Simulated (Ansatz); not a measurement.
GaH···HF

The calculation's input:

```
crystal:
  periodic: [false, false, false]
  atoms:
    - {symbol: Ga, position_ang: [-0.427850, 0.529292, 0.757006]}
    - {symbol: F, position_ang: [0.972328, -1.202445, -1.718640]}
    - {symbol: H, position_ang: [0.578433, -0.714740, -1.020663]}
    - {symbol: H, position_ang: [-1.122910, 1.387894, 1.982296]}
basis:
  gaussian: {orbitals: def2-TZVPP}
hamiltonian: {xc: pbe0, dispersion: d4}
output: {orbitals: {seedname: orbitals}}
```

Run with:

```sh
ansatz run in.yaml --threads 2 --pin off --events-out ev --progress --plain --max-ram 4352MiB
```

The product side of a reaction path; geometry: PBE0-D4/def2-TZVP.

The calculation used RKS PBE0-D4/def2-TZVPP (Ansatz 0.2.0).

Question: Predict the electron density and electron localisation function between the atoms.

Answer: Ga1···H3 (2.39 Å): the density falls to about 0.16 e/Å³ on the way; the ELF dips to about 0.25 between them.
F–H (0.94 Å): the density is about 4.6 e/Å³ at the midpoint; the ELF climbs to about 1 towards the hydrogen, as it does in any bond to H: an ordinary covalent bond to hydrogen.
Ga–H (1.65 Å): ρ is about 0.82 e/Å³ halfway; the ELF climbs to about 1 towards the hydrogen.

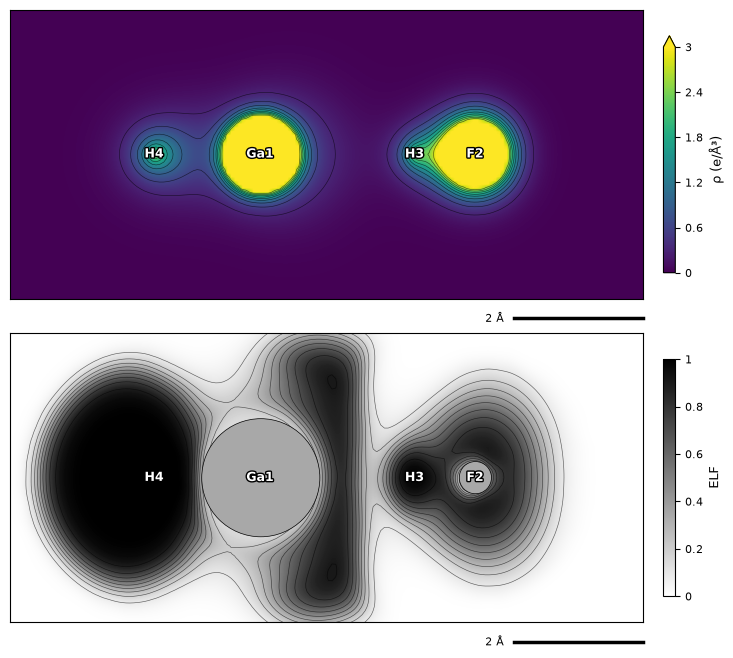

Computed electron density and electron localisation function on a plane that holds the molecular axis, in this order. Grey discs cover the atomic cores in the ELF map. 
